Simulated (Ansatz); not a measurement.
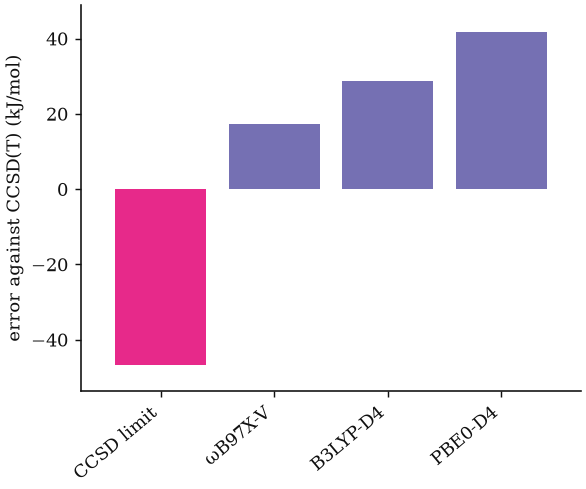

Error in the electronic atomisation energy (method less reference, so positive means overbinding) of C₃H₉B, SMILES CBCC: functionals in def2-TZVPP against frozen-core CCSD(T) at the limit (MP2 extrapolated from triple and quadruple zeta, plus CCSD(T) less MP2 in a smaller set), which gives 4963.1 kJ/mol, at a PBE0-D4/def2-TZVP geometry (a minimum by its frequencies), no zero-point or spin-orbit term, the Ansatz code 0.2.0. The reference leaves out core correlation, a term that grows with the number of heavy atoms. Limit means the basis limit.

Which of these levels overbind, and which underbind?

Overbind: B3LYP-D4 and PBE0-D4. Underbind: CCSD limit. Within 20 kJ/mol of zero, too close to call in view of what the reference leaves out: ωB97X-V.

What range do the values span?

From −46.7 kJ/mol (CCSD limit) to 41.8 kJ/mol (PBE0-D4).

Limits of at least one run: one conformer of a flexible molecule.
